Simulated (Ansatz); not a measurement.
Si₁₀H₄F: molecular dynamics (part 1 of 5)

System: Si₁₀H₄F (slab, 30 atoms in the cell).
Method: DFT LDA, scalar-relativistic, plane waves, PAW, PAW set soft_1, no spin polarisation (Ansatz 0.2.0).

The input holds or restrains some coordinates. It belongs to a series of runs on one base structure; here: dynamics from the start.

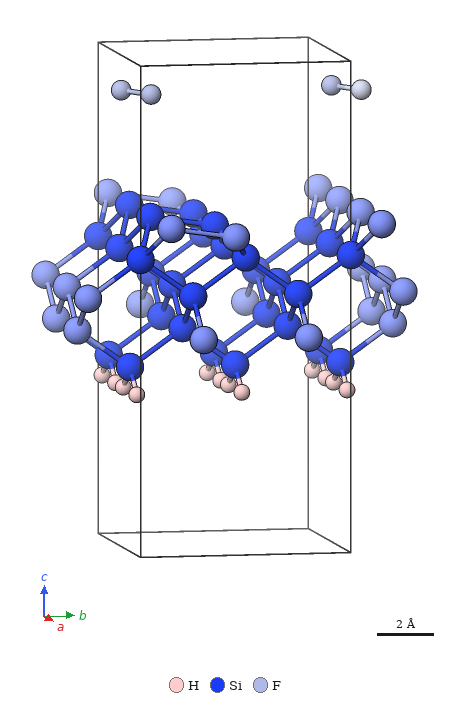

Figure 1. The starting structure (ball-and-stick view of the cell of the calculation, with the vacuum cut short, seen slightly off an axis; neighbours outside the cell are drawn fainter). An atom can appear more than once, as a periodic image.

**Results in brief**

| quantity | value |
| --- | --- |
| outcome | finished |
| mean temperature over the second half | 4631 K |
| trajectory | 350 steps, 175 fs |
| ensemble | nve |
| time step | 0.5 fs |
| electrons treated | 102 |
| potential energy (free energy of the electrons) (last step) | −13863.6441 eV |
| Fermi energy (last step) | −1.035 eV |
| largest force (length of the vector) (last step), held atoms and coordinates included | 5.933 eV/Å |
| hardware | 1 thread of Intel Xeon (Emerald Rapids), 192 GiB of memory available, shared host |
| wall time | 17 min |
| peak memory | 0.77 GiB |

**Notes**

Warnings of the run: the PAW datasets were made with another functional. The input asks for low accuracy. The k-point mesh is coarse for a cell of this size, so the results may not be converged. So short a trajectory is not equilibrated.

**The input**
```yaml
accuracy: low
crystal:
  lattice:
    - [7.67918, 0.0, 0.0]
    - [0.0, 7.67918, 0.0]
    - [0.0, 0.0, 20.2555]
  atoms:
    - { symbol: H, position: [0.409392, 0.0, 0.0493693] }
    - { symbol: H, position: [0.090608, 0.0, 0.0493693] }
    - { symbol: H, position: [0.909392, 0.0, 0.0493693] }
    - { symbol: H, position: [0.590608, 0.0, 0.0493693] }
    - { symbol: H, position: [0.409392, 0.5, 0.0493693] }
    - { symbol: H, position: [0.090608, 0.5, 0.0493693] }
    - { symbol: H, position: [0.909392, 0.5, 0.0493693] }
    - { symbol: H, position: [0.590608, 0.5, 0.0493693] }
    - { symbol: Si, position: [0.25, 0.0, 0.0920984] }
    - { symbol: Si, position: [0.75, 0.0, 0.0920984] }
    - { symbol: Si, position: [0.25, 0.5, 0.0920984] }
    - { symbol: Si, position: [0.75, 0.5, 0.0920984] }
    - { symbol: Si, position: [0.25, 0.25, 0.1591173] }
    - { symbol: Si, position: [0.75, 0.25, 0.1591173] }
    - { symbol: Si, position: [0.25, 0.75, 0.1591173] }
    - { symbol: Si, position: [0.75, 0.75, 0.1591173] }
    - { symbol: Si, position: [0.0, 0.25, 0.2261361] }
    - { symbol: Si, position: [0.5, 0.25, 0.2261361] }
    - { symbol: Si, position: [0.0, 0.75, 0.2261361] }
    - { symbol: Si, position: [0.5, 0.75, 0.2261361] }
    - { symbol: Si, position: [0.0, 0.0, 0.2931549] }
    - { symbol: Si, position: [0.5, 0.0, 0.2931549] }
    - { symbol: Si, position: [0.0, 0.5, 0.2931549] }
    - { symbol: Si, position: [0.5, 0.5, 0.2931549] }
    - { symbol: Si, position: [0.25, 0.0969069, 0.358199] }
    - { symbol: Si, position: [0.75, 0.0969069, 0.358199] }
    - { symbol: Si, position: [0.25, 0.4030931, 0.3404261] }
    - { symbol: Si, position: [0.75, 0.4030931, 0.3404261] }
    - { symbol: F, position: [0.7403675, 0.1024038, 0.5755682] }
    - { symbol: F, position: [0.5938367, -0.0103903, 0.5780366] }
basis:
  ecutwfc: 420.0
kpoints:
  mp_grid: { grid: [1, 1, 1] }
hamiltonian:
  xc: lda
  pseudopotentials: { kind: paw, azcp: { folder: soft_1 } }
scf:
  occupations: { method: fermi_dirac, width: 0.02 }
  lower_state_search: "off"
md:
  timestep: 0.5
  n_steps: 350
  ensemble: nve
  initial_velocities: zero
  seed: 263474
  initial_site_velocities:
    - { site: 28, velocity: [0.045808, 0.0, -0.054592] }
    - { site: 29, velocity: [0.045808, 0.0, -0.054592] }
  constraints: [{ sites: [0, 1, 2, 3, 4, 5, 6, 7, 8, 9, 10, 11] }]
```

Launched with:
```bash
ansatz run input.yaml --threads 1 --pin off --max-ram 3072MiB --backend cpu --events-out ev --progress --plain --runs-dir out
```

**What the program printed**
```
Warning: md: disabling space-group detection — thermal motion breaks the input geometry's symmetry, so no spatial operation reduces the k-mesh or symmetrises the density; time reversal is kept, so that k and −k are solved as one point where they differ and the mesh holds both, and exact exchange and, on two spinor components, a DFT+U term hold to it where the run has them: on two components no moment then forms, and a state that bears one, which a typed moment (crystal.atoms[].spin; refused beside efield: under a hybrid functional) reaches, can lie lower, under hf by electronvolts; crystal.symmetry.detect: false (a key that needs symmetry detection or time reversal refuses this as the deck is read) with time_reversal: false beside it drops time reversal too
Warning: [file] the record states the generating functional pbe (its physics header spells it `PBE`), which answers neither for hamiltonian.xc's functional nor for the lda family's — results may be inconsistent (PPs are generated against a specific XC)
Warning: [file] the record states the generating functional pbe (its physics header spells it `PBE`), which answers neither for hamiltonian.xc's functional nor for the lda family's — results may be inconsistent (PPs are generated against a specific XC)
Warning: [file] the record states the generating functional pbe (its physics header spells it `PBE`), which answers neither for hamiltonian.xc's functional nor for the lda family's — results may be inconsistent (PPs are generated against a specific XC)
Engine: ansatz 0.2.0, x86_64-unknown-linux-gnu
Pseudopotentials: kind: paw
Pseudopotential: H, paw, valence charge 1, recommended cutoff 420 eV (normal), [file]
Pseudopotential: Si, paw, valence charge 4, recommended cutoff 420 eV (normal), [file]
Pseudopotential: F, paw, valence charge 7, recommended cutoff 420 eV (normal), [file]
Functional definition: SPW92
  exchange = slater_x
  correlation = pw_c
Crystal: 30 atoms, lattice volume = 1194.463 Å³
Basis set: ecut = 420 eV, 23343 PW (Γ)
Bands: 81, of which v1, the nominal top of the filled ones, is band 51 counted from 1 (50 counted from 0)
Symmetry: 1 space group operations
k-points: 1
Non-local potential: H, projectors of the file, l = 0: 2, l = 1: 1
Non-local potential: Si, projectors of the file, l = 0: 2, l = 1: 2, l = 2: 1
Non-local potential: F, projectors of the file, l = 0: 2, l = 1: 2, l = 2: 1
PAW form: soft (Blöchl's): semilocal exchange-correlation on the pseudo side does not see the compensation charge
PAW frozen core: Si, regenerated for the run's functional, and the local potential with it (the file was generated under x = pbe(κ = 0.804, μ = 0.2195149727645171), c = pbe(β = 0.06672455060314922))
PAW frozen core: F, regenerated for the run's functional, and the local potential with it (the file was generated under x = pbe(κ = 0.804, μ = 0.2195149727645171), c = pbe(β = 0.06672455060314922))
PAW one-centre angular grid: H, 110 points (default); XC on 64 Gauss nodes
PAW one-centre angular grid: Si, 110 points (default); XC on 64 Gauss nodes
PAW one-centre angular grid: F, 110 points (default); XC on 64 Gauss nodes
Initial wavefunctions: pseudopotential atomic-orbital guess
Functional: x = slater, c = lda
SCF iter   1: F=—  HF=-13870.897975 eV  |F-HF|=—  |Δ(HF+E_count)|=         —  Δρ=4.62e-2  dr2=2.36e1  ethr=3.10e-3  ⟨swp⟩=9.0  Hψ=504  notcnv=0  defer=2
preconditioner: auto → Resta (q_TF=auto, 1.810 Å⁻¹)  ε∞=2.7  [insulator: Δε(μ)=0.350 eV  Ē_g=8.118 eV  σ=0.020 eV  W_gap=1.00  n_scr=110 (ndim 8)  ℏωp=10.6 eV  f_vac=0.487  D(μ)=0.03/eV (n_scr^D=0)  ε∞_Penn≈2.7  vacuum switching on, ρ_ref=4.8e-3 e/Å³]
SCF iter   2: F=—  HF=-13865.472860 eV  |F-HF|=—  |Δ(HF+E_count)|=    5.43e0  Δρ=4.59e-2  dr2=4.65e1  ethr=3.10e-3  ⟨swp⟩=3.0  Hψ=154  notcnv=0  defer=25
preconditioner: auto → LDOS  [metal: Δε(μ)=0.022 eV  Ē_g=7.973 eV  σ=0.020 eV  W_gap=0.27  n_scr=110 (ndim 8)  ℏωp=10.6 eV  f_vac=0.494  D(μ)=47.27/eV (n_scr^D=404)  β→1.0]
SCF iter   3: F=—  HF=-13864.019495 eV  |F-HF|=—  |Δ(HF+E_count)|=    1.45e0  Δρ=1.75e-2  dr2=3.44e0  ethr=3.10e-3  ⟨swp⟩=3.0  Hψ=155  notcnv=0  defer=24
SCF iter   4: F=—  HF=-13863.840539 eV  |F-HF|=—  |Δ(HF+E_count)|=   1.79e-1  Δρ=8.48e-3  dr2=1.09e0  ethr=3.10e-3  ⟨swp⟩=2.0  Hψ=122  notcnv=0  defer=24
SCF iter   5: F=—  HF=-13863.644989 eV  |F-HF|=—  |Δ(HF+E_count)|=   1.96e-1  Δρ=6.05e-3  dr2=6.99e-1  ethr=1.07e-3  ⟨swp⟩=2.0  Hψ=64  notcnv=0  defer=24
SCF iter   6: F=—  HF=-13863.470313 eV  |F-HF|=—  |Δ(HF+E_count)|=   1.75e-1  Δρ=5.20e-3  dr2=4.88e-1  ethr=6.86e-4  ⟨swp⟩=2.0  Hψ=139  notcnv=0  defer=23
SCF iter   7: F=—  HF=-13864.195009 eV  |F-HF|=—  |Δ(HF+E_count)|=   7.25e-1  Δρ=4.82e-2  dr2=4.01e1  ethr=4.79e-4  ⟨swp⟩=2.0  Hψ=108  notcnv=0  defer=23  recentre
SCF iter   8: F=—  HF=-13863.474349 eV  |F-HF|=—  |Δ(HF+E_count)|=   7.21e-1  Δρ=4.53e-3  dr2=3.89e-1  ethr=4.79e-4  ⟨swp⟩=2.0  Hψ=148  notcnv=0  defer=23
SCF iter   9: F=—  HF=-13863.389997 eV  |F-HF|=—  |Δ(HF+E_count)|=   8.44e-2  Δρ=3.55e-3  dr2=2.36e-1  ethr=3.81e-4  ⟨swp⟩=2.0  Hψ=95  notcnv=0  defer=23
SCF iter  10: F=—  HF=-13863.359083 eV  |F-HF|=—  |Δ(HF+E_count)|=   3.09e-2  Δρ=3.11e-3  dr2=1.77e-1  ethr=2.31e-4  ⟨swp⟩=2.0  Hψ=57  notcnv=0  defer=23
SCF iter  11: F=—  HF=-13863.360460 eV  |F-HF|=—  |Δ(HF+E_count)|=   1.38e-3  Δρ=1.67e-2  dr2=4.87e0  ethr=1.73e-4  ⟨swp⟩=1.0  Hψ=94  notcnv=0  defer=23  recentre
SCF iter  12: F=—  HF=-13863.345131 eV  |F-HF|=—  |Δ(HF+E_count)|=   1.53e-2  Δρ=2.36e-3  dr2=1.00e-1  ethr=1.73e-4  ⟨swp⟩=1.0  Hψ=58  notcnv=0  defer=23
SCF iter  13: F=—  HF=-13863.343569 eV  |F-HF|=—  |Δ(HF+E_count)|=   1.56e-3  Δρ=2.49e-3  dr2=1.08e-1  ethr=9.82e-5  ⟨swp⟩=1.0  Hψ=58  notcnv=0  defer=23
SCF iter  14: F=—  HF=-13863.346667 eV  |F-HF|=—  |Δ(HF+E_count)|=   3.10e-3  Δρ=6.51e-3  dr2=7.40e-1  ethr=9.82e-5  ⟨swp⟩=1.0  Hψ=94  notcnv=0  defer=23  recentre
SCF iter  15: F=—  HF=-13863.343358 eV  |F-HF|=—  |Δ(HF+E_count)|=   3.31e-3  Δρ=2.03e-3  dr2=7.26e-2  ethr=9.82e-5  ⟨swp⟩=1.0  Hψ=58  notcnv=0  defer=23
SCF iter  16: F=—  HF=-13863.343135 eV  |F-HF|=—  |Δ(HF+E_count)|=   2.23e-4  Δρ=1.18e-3  dr2=2.44e-2  ethr=7.12e-5  ⟨swp⟩=1.0  Hψ=58  notcnv=0  defer=23
SCF iter  17: F=—  HF=-13863.342800 eV  |F-HF|=—  |Δ(HF+E_count)|=   3.35e-4  Δρ=2.89e-4  dr2=1.40e-3  ethr=2.39e-5  ⟨swp⟩=1.0  Hψ=58  notcnv=0  defer=23
SCF iter  18: F=—  HF=-13863.342815 eV  |F-HF|=—  |Δ(HF+E_count)|=   1.44e-5  Δρ=4.04e-4  dr2=2.79e-3  ethr=1.37e-6  ⟨swp⟩=1.0  Hψ=58  notcnv=0  defer=23
SCF iter  19: F=—  HF=-13863.342800 eV  |F-HF|=—  |Δ(HF+E_count)|=   1.41e-5  Δρ=4.67e-5  dr2=5.24e-5  ethr=1.37e-6  ⟨swp⟩=1.0  Hψ=58  notcnv=0  defer=23
SCF iter  20: F=—  HF=-13863.342792 eV  |F-HF|=—  |Δ(HF+E_count)|=   8.37e-6  Δρ=4.95e-5  dr2=5.06e-5  ethr=5.14e-8  ⟨swp⟩=1.0  Hψ=58  notcnv=0  defer=23
SCF iter  21: F=—  HF=-13863.342797 eV  |F-HF|=—  |Δ(HF+E_count)|=   5.11e-6  Δρ=4.93e-5  dr2=4.14e-5  ethr=4.96e-8  ⟨swp⟩=1.0  Hψ=58  notcnv=0  defer=23
SCF iter  22: F=—  HF=-13863.342773 eV  |F-HF|=—  |Δ(HF+E_count)|=   2.46e-5  Δρ=4.48e-5  dr2=3.52e-5  ethr=4.06e-8  ⟨swp⟩=1.0  Hψ=58  notcnv=0  defer=23
SCF iter  23: F=—  HF=-13863.342780 eV  |F-HF|=—  |Δ(HF+E_count)|=   7.35e-6  Δρ=1.40e-5  dr2=3.88e-6  ethr=3.45e-8  ⟨swp⟩=1.0  Hψ=58  notcnv=0  defer=23
SCF iter  24: F=—  HF=-13863.342587 eV  |F-HF|=—  |Δ(HF+E_count)|=   1.93e-4  Δρ=4.55e-6  dr2=4.23e-7  ethr=3.80e-9  ⟨swp⟩=1.0  Hψ=58  notcnv=0  defer=23
SCF iter  25: F=—  HF=-13863.342587 eV  |F-HF|=—  |Δ(HF+E_count)|=   8.59e-9  Δρ=2.13e-6  dr2=1.56e-7  ethr=4.14e-10  ⟨swp⟩=2.0  Hψ=59  notcnv=0  defer=23
SCF iter  26: F=—  HF=-13863.342587 eV  |F-HF|=—  |Δ(HF+E_count)|=   2.80e-8  Δρ=1.78e-6  dr2=1.06e-7  ethr=1.53e-10  ⟨swp⟩=2.0  Hψ=76  notcnv=0  defer=23
SCF iter  27: F=—  HF=-13863.342587 eV  |F-HF|=—  |Δ(HF+E_count)|=   2.55e-8  Δρ=1.12e-6  dr2=4.36e-8  ethr=1.04e-10  ⟨swp⟩=2.0  Hψ=59  notcnv=0  defer=23
SCF iter  28: F=-13863.342587 eV  HF=-13863.342587 eV  |F-HF|=1.77e-8  |Δ(HF+E_count)|=  2.11e-10  Δρ=6.05e-7  dr2=1.26e-8  ethr=2.94e-11  ⟨swp⟩=4.0  Hψ=219  notcnv=0
SCF 1 converged in 28 iterations: F = -13863.342587 eV  dr2 = 1.26e-8
[...]
  greatest PAW one-centre occupation: 0.934 electrons in one spin orbital (limit 2), on the F atom at site 28 (counted from 0), in its partial waves of l = 0
md step     0: t =     0.00 fs  T =  4298.0 K  F+E_penalty+E_count = -13863.34258713 eV  E_kin = 10.000112 eV  conserved = -13853.34247465 eV  (28 SCF iters)
Initial density: handed on by an earlier stage of this run
Initial wavefunctions: those handed on with the density
preconditioner: auto → LDOS  [metal: Δε(μ)=0.017 eV  Ē_g=7.744 eV  σ=0.020 eV  W_gap=0.21  n_scr=110 (ndim 8)  ℏωp=10.6 eV  f_vac=0.515  D(μ)=52.06/eV (n_scr^D=454)  β→1.0]
md step     1: t =     0.50 fs  T =  4298.7 K  F+E_penalty+E_count = -13863.34421435 eV  E_kin = 10.001740 eV  conserved = -13853.34247389 eV  (13 SCF iters)
[... from here on the SCF iterations and repeated set-up lines of each step are left out, up to the last step ...]
md step     2: t =     1.00 fs  T =  4299.9 K  F+E_penalty+E_count = -13863.34708427 eV  E_kin = 10.004607 eV  conserved = -13853.34247712 eV  (13 SCF iters)
md step     3: t =     1.50 fs  T =  4301.7 K  F+E_penalty+E_count = -13863.35117891 eV  E_kin = 10.008700 eV  conserved = -13853.34247911 eV  (14 SCF iters)
md step     4: t =     2.00 fs  T =  4304.0 K  F+E_penalty+E_count = -13863.35647885 eV  E_kin = 10.014000 eV  conserved = -13853.34247927 eV  (14 SCF iters)
md step     5: t =     2.50 fs  T =  4306.8 K  F+E_penalty+E_count = -13863.36299328 eV  E_kin = 10.020516 eV  conserved = -13853.34247756 eV  (8 SCF iters)
md step     6: t =     3.00 fs  T =  4310.1 K  F+E_penalty+E_count = -13863.37072975 eV  E_kin = 10.028252 eV  conserved = -13853.34247760 eV  (8 SCF iters)
md step     7: t =     3.50 fs  T =  4314.0 K  F+E_penalty+E_count = -13863.37967296 eV  E_kin = 10.037194 eV  conserved = -13853.34247876 eV  (8 SCF iters)
md step     8: t =     4.00 fs  T =  4318.3 K  F+E_penalty+E_count = -13863.38979240 eV  E_kin = 10.047311 eV  conserved = -13853.34248132 eV  (10 SCF iters)
md step     9: t =     4.50 fs  T =  4323.1 K  F+E_penalty+E_count = -13863.40104365 eV  E_kin = 10.058562 eV  conserved = -13853.34248204 eV  (9 SCF iters)
md step    10: t =     5.00 fs  T =  4328.5 K  F+E_penalty+E_count = -13863.41340267 eV  E_kin = 10.070924 eV  conserved = -13853.34247912 eV  (16 SCF iters)
md step    11: t =     5.50 fs  T =  4334.2 K  F+E_penalty+E_count = -13863.42685474 eV  E_kin = 10.084374 eV  conserved = -13853.34248118 eV  (11 SCF iters)
md step    12: t =     6.00 fs  T =  4340.5 K  F+E_penalty+E_count = -13863.44136028 eV  E_kin = 10.098880 eV  conserved = -13853.34248027 eV  (9 SCF iters)
md step    13: t =     6.50 fs  T =  4347.1 K  F+E_penalty+E_count = -13863.45687342 eV  E_kin = 10.114391 eV  conserved = -13853.34248229 eV  (8 SCF iters)
md step    14: t =     7.00 fs  T =  4354.2 K  F+E_penalty+E_count = -13863.47332669 eV  E_kin = 10.130842 eV  conserved = -13853.34248506 eV  (9 SCF iters)
md step    15: t =     7.50 fs  T =  4361.7 K  F+E_penalty+E_count = -13863.49067300 eV  E_kin = 10.148188 eV  conserved = -13853.34248501 eV  (9 SCF iters)
md step    16: t =     8.00 fs  T =  4369.5 K  F+E_penalty+E_count = -13863.50887888 eV  E_kin = 10.166390 eV  conserved = -13853.34248840 eV  (10 SCF iters)
md step    17: t =     8.50 fs  T =  4377.7 K  F+E_penalty+E_count = -13863.52788761 eV  E_kin = 10.185402 eV  conserved = -13853.34248597 eV  (9 SCF iters)
md step    18: t =     9.00 fs  T =  4386.1 K  F+E_penalty+E_count = -13863.54764845 eV  E_kin = 10.205159 eV  conserved = -13853.34248984 eV  (10 SCF iters)
md step    19: t =     9.50 fs  T =  4394.9 K  F+E_penalty+E_count = -13863.56808725 eV  E_kin = 10.225592 eV  conserved = -13853.34249487 eV  (11 SCF iters)
md step    20: t =    10.00 fs  T =  4404.0 K  F+E_penalty+E_count = -13863.58915180 eV  E_kin = 10.246655 eV  conserved = -13853.34249679 eV  (17 SCF iters)
md step    21: t =    10.50 fs  T =  4413.3 K  F+E_penalty+E_count = -13863.61080744 eV  E_kin = 10.268305 eV  conserved = -13853.34250269 eV  (10 SCF iters)
md step    22: t =    11.00 fs  T =  4422.8 K  F+E_penalty+E_count = -13863.63299284 eV  E_kin = 10.290490 eV  conserved = -13853.34250279 eV  (8 SCF iters)
md step    23: t =    11.50 fs  T =  4432.6 K  F+E_penalty+E_count = -13863.65565995 eV  E_kin = 10.313152 eV  conserved = -13853.34250778 eV  (10 SCF iters)
md step    24: t =    12.00 fs  T =  4442.5 K  F+E_penalty+E_count = -13863.67873664 eV  E_kin = 10.336228 eV  conserved = -13853.34250889 eV  (10 SCF iters)
md step    25: t =    12.50 fs  T =  4452.6 K  F+E_penalty+E_count = -13863.70217334 eV  E_kin = 10.359667 eV  conserved = -13853.34250630 eV  (10 SCF iters)
md step    26: t =    13.00 fs  T =  4462.8 K  F+E_penalty+E_count = -13863.72594321 eV  E_kin = 10.383434 eV  conserved = -13853.34250970 eV  (9 SCF iters)
md step    27: t =    13.50 fs  T =  4473.1 K  F+E_penalty+E_count = -13863.74999324 eV  E_kin = 10.407481 eV  conserved = -13853.34251241 eV  (10 SCF iters)
md step    28: t =    14.00 fs  T =  4483.5 K  F+E_penalty+E_count = -13863.77428246 eV  E_kin = 10.431763 eV  conserved = -13853.34251952 eV  (9 SCF iters)
md step    29: t =    14.50 fs  T =  4494.1 K  F+E_penalty+E_count = -13863.79874951 eV  E_kin = 10.456230 eV  conserved = -13853.34251996 eV  (10 SCF iters)
md step    30: t =    15.00 fs  T =  4504.6 K  F+E_penalty+E_count = -13863.82335099 eV  E_kin = 10.480833 eV  conserved = -13853.34251802 eV  (19 SCF iters)
md step    31: t =    15.50 fs  T =  4515.3 K  F+E_penalty+E_count = -13863.84807031 eV  E_kin = 10.505548 eV  conserved = -13853.34252272 eV  (9 SCF iters)
md step    32: t =    16.00 fs  T =  4525.9 K  F+E_penalty+E_count = -13863.87287101 eV  E_kin = 10.530346 eV  conserved = -13853.34252525 eV  (9 SCF iters)
md step    33: t =    16.50 fs  T =  4536.6 K  F+E_penalty+E_count = -13863.89772408 eV  E_kin = 10.555197 eV  conserved = -13853.34252755 eV  (10 SCF iters)
md step    34: t =    17.00 fs  T =  4547.3 K  F+E_penalty+E_count = -13863.92258606 eV  E_kin = 10.580059 eV  conserved = -13853.34252703 eV  (10 SCF iters)
```
